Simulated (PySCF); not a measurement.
**[La(OH)3(NH3)]−: other functionals and bases at one geometry**

How far do other levels of theory move the description of [La(OH)3(NH3)]−, and what does each cost? It is a constructed species; whether it can be made isn't addressed.

Method: several levels, as the steps say, no spin–orbit coupling; program: PySCF 2.14.0.

1 further run of the same task is left out (for a known fault of the program).

## 1. Where the work starts

11 atoms, charge -1, spin multiplicity 1.

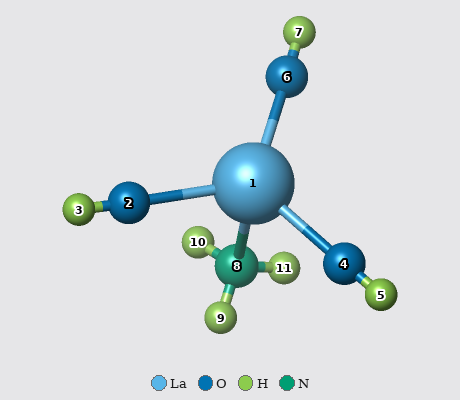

The geometry (colours as in the key); atoms are numbered from 1 in the order of the file.

Coordinates:

```xyz
11
H6LaNO3
La    0.2614   -0.3389    0.3757
O     1.3283    1.5560    1.3524
H     1.7783    2.3017    1.7562
O    -1.6614   -1.2873    1.4179
H    -2.4097   -1.6923    1.8630
O     1.2677   -1.4104   -1.5029
H     1.7114   -1.8492   -2.2331
N    -1.3287    1.3627   -1.3268
H    -1.9006    1.9921   -0.7686
H    -0.7168    1.9239   -1.9147
H    -1.9430    0.8206   -1.9296
```

Formal oxidation states: La +2. Each metal's 1 4f electrons lie in its core potential, so multiplicities, spins and levels count the valence alone. For divalent La, Ce, Gd or Lu the extra electron is normally 5d or 6s, so this core forces an excited configuration. An earlier session relaxed this geometry at PBE0, La lcecp-0-SVP with ECP47, O def2-SVP, H def2-SVP, N def2-SVP (singlet, point group C1).

At PBE0 on the finer grid: E = -309.730524 Eh, frontier levels not given, since the 4f levels lie in the core, Mulliken charge on La1 +0.47 e, largest force component 0.021 eV/Å. 

Levels to run: TPSS; M06-L; PBE0, TZVP. Hardware: 2 threads of Arm Neoverse V2, shared host.

## 2. TPSS

Input file run.py (the lines that set the calculation):

```python
mol = gto.M(atom='''
La     0.26141    -0.33893     0.37568
O      1.32833     1.55603     1.35242
H      1.77834     2.30173     1.75617
O     -1.66140    -1.28732     1.41788
H     -2.40971    -1.69231     1.86296
O      1.26771    -1.41041    -1.50293
H      1.71138    -1.84922    -2.23306
N     -1.32872     1.36275    -1.32681
H     -1.90061     1.99212    -0.76857
H     -0.71684     1.92390    -1.91471
H     -1.94304     0.82065    -1.92963''',
    basis={'La': 'lcecp-0-SVP', 'O': 'def2-SVP', 'H': 'def2-SVP', 'N': 'def2-SVP'},
    ecp={'La': 'lcecp-0-SVP'},
    charge=-1, spin=0)
mf = dft.RKS(mol, xc='TPSS')
mf.grids.atom_grid = (75, 302)  # f atoms: unpruned, at least (60, 302)
mf = mf.density_fit()  # fitting sets: La AutoAux, O def2-universal-JKFIT, H def2-universal-JKFIT, N def2-universal-JKFIT
mf.conv_tol = 1e-08; mf.max_cycle = 55
mf.kernel(dm0)  # dm0: the density of the relaxed state
```

On the command line:

```bash
$ OMP_NUM_THREADS=2 python run.py
```

Log:

```text
init E= -310.072990456216
cycle= 1 E= -310.074551199241  delta_E= -0.00156  |g|= 0.0665  |ddm|= 0.219
cycle= 2 E= -310.068788805403  delta_E= 0.00576  |g|= 0.18  |ddm|= 0.209
cycle= 3 E= -310.075646385383  delta_E= -0.00686  |g|= 0.00969  |ddm|= 0.133
cycle= 4 E= -310.07566956014  delta_E= -2.32e-05  |g|= 0.00237  |ddm|= 0.00972
cycle= 5 E= -310.075670777207  delta_E= -1.22e-06  |g|= 0.000563  |ddm|= 0.00252
cycle= 6 E= -310.075670849588  delta_E= -7.24e-08  |g|= 7.48e-05  |ddm|= 0.000596
cycle= 7 E= -310.075670848989  delta_E= 5.99e-10  |g|= 9.28e-05  |ddm|= 0.000128
Extra cycle  E= -310.075670836562  delta_E= 1.24e-08  |g|= 0.000257  |ddm|= 0.000275
converged SCF energy = -310.075670836562
```

It took 10 s on 2 threads of Arm Neoverse V2, shared host.

Read off: E = -310.075671 Eh, frontier levels not given, since the 4f levels lie in the core, Mulliken charge on La1 +0.32 e, largest force component 0.482 eV/Å. The highest filled level lies above zero; it isn't the detachment energy.

## 3. M06-L

run.py (the lines that set the calculation), as its differences from that of step 2:

```diff
@@ -15,3 +15,3 @@
     charge=-1, spin=0)
-mf = dft.RKS(mol, xc='TPSS')
+mf = dft.RKS(mol, xc='M06L')
 mf.grids.atom_grid = (75, 302)  # f atoms: unpruned, at least (60, 302)
```

On the command line:

```bash
$ OMP_NUM_THREADS=2 python run.py
```

Log:

```text
init E= -309.994451493106
cycle= 1 E= -309.998605122281  delta_E= -0.00415  |g|= 0.0628  |ddm|= 0.25
cycle= 2 E= -309.995922122821  delta_E= 0.00268  |g|= 0.131  |ddm|= 0.151
cycle= 3 E= -309.999424238295  delta_E= -0.0035  |g|= 0.00505  |ddm|= 0.102
cycle= 4 E= -309.999429474285  delta_E= -5.24e-06  |g|= 0.00192  |ddm|= 0.0064
cycle= 5 E= -309.999430342763  delta_E= -8.68e-07  |g|= 0.000516  |ddm|= 0.00243
cycle= 6 E= -309.999430387155  delta_E= -4.44e-08  |g|= 0.000264  |ddm|= 0.000571
cycle= 7 E= -309.999430401103  delta_E= -1.39e-08  |g|= 8.19e-05  |ddm|= 0.000283
cycle= 8 E= -309.999430402467  delta_E= -1.36e-09  |g|= 1.68e-05  |ddm|= 7.55e-05
Extra cycle  E= -309.999430402319  delta_E= 1.48e-10  |g|= 3.21e-05  |ddm|= 4.4e-05
converged SCF energy = -309.999430402319
```

Run time: 11 s. Hardware: 2 threads of Arm Neoverse V2, shared host.

Result: E = -309.999430 Eh, frontier levels not given, since the 4f levels lie in the core, Mulliken charge on La1 +0.62 e, largest force component 0.189 eV/Å. The highest filled level lies above zero; it isn't the detachment energy.

## 4. PBE0, TZVP

Basis: La lcecp-0-TZVP with ECP47, O def2-TZVP, H def2-TZVP, N def2-TZVP. 

run.py (the lines that set the calculation), as its differences from that of step 3:

```diff
@@ -12,6 +12,6 @@
 H     -1.94304     0.82065    -1.92963''',
-    basis={'La': 'lcecp-0-SVP', 'O': 'def2-SVP', 'H': 'def2-SVP', 'N': 'def2-SVP'},
-    ecp={'La': 'lcecp-0-SVP'},
+    basis={'La': 'lcecp-0-TZVP', 'O': 'def2-TZVP', 'H': 'def2-TZVP', 'N': 'def2-TZVP'},
+    ecp={'La': 'lcecp-0-TZVP'},
     charge=-1, spin=0)
-mf = dft.RKS(mol, xc='M06L')
+mf = dft.RKS(mol, xc='PBE0')
 mf.grids.atom_grid = (75, 302)  # f atoms: unpruned, at least (60, 302)
@@ -19,2 +19,2 @@
 mf.conv_tol = 1e-08; mf.max_cycle = 55
-mf.kernel(dm0)  # dm0: the density of the relaxed state
+mf.kernel(dm0)  # dm0: free metal ions and neutral atoms
```

On the command line:

```bash
$ OMP_NUM_THREADS=2 python run.py
```

Log:

```text
init E= -321.732762345
cycle= 1 E= -308.877167429755  delta_E= 12.9  |g|= 2.55  |ddm|= 2.97
cycle= 2 E= -308.116478361844  delta_E= 0.761  |g|= 3.42  |ddm|= 3.03
cycle= 3 E= -310.064018316264  delta_E= -1.95  |g|= 0.356  |ddm|= 1.74
cycle= 4 E= -310.085639474024  delta_E= -0.0216  |g|= 0.23  |ddm|= 0.584
cycle= 5 E= -310.094704708671  delta_E= -0.00907  |g|= 0.0702  |ddm|= 0.178
cycle= 6 E= -310.095713737493  delta_E= -0.00101  |g|= 0.00828  |ddm|= 0.0541
cycle= 7 E= -310.095727916556  delta_E= -1.42e-05  |g|= 0.00103  |ddm|= 0.00537
cycle= 8 E= -310.095728030885  delta_E= -1.14e-07  |g|= 0.000757  |ddm|= 0.00114
cycle= 9 E= -310.095728130374  delta_E= -9.95e-08  |g|= 0.000179  |ddm|= 0.00052
cycle= 10 E= -310.095728136487  delta_E= -6.11e-09  |g|= 1.52e-05  |ddm|= 0.000124
Extra cycle  E= -310.095728136518  delta_E= -3.04e-11  |g|= 1.38e-05  |ddm|= 2.89e-05
converged SCF energy = -310.095728136518
```

It took 19 s on 2 threads of Arm Neoverse V2, shared host.

Read off: E = -310.095728 Eh, frontier levels not given, since the 4f levels lie in the core, Mulliken charge on La1 +1.06 e, largest force component 0.347 eV/Å. 

## 5. Results

| level | state | charge on La1 (e) | dipole (D) | largest force (eV/Å) | basis functions | time |
| --- | --- | --- | --- | --- | --- | --- |
| PBE0 (relaxed here) | singlet | 0.47 | 4.00 | 0.02 | 117 | 21 s |
| TPSS | singlet | 0.32 | 3.96 | 0.48 | 117 | 10 s |
| M06-L | singlet | 0.62 | 3.81 | 0.19 | 117 | 11 s |
| PBE0, TZVP | singlet | 1.06 | 3.72 | 0.35 | 207 | 19 s |

Times are on 2 threads of Arm Neoverse V2, shared host; the first row also made further properties. The dipole of a charged species depends on the origin, so these sizes hold for this origin alone.

The largest leftover force, 0.48 eV/Å with TPSS, stands at a geometry relaxed at another level. The Mulliken charge on La spans +0.32 to +1.06 e over the levels. With 4f in the core, its levels are missing from HOMO and gap. Total energies of different levels can't be compared. Spin–orbit coupling is left out throughout.
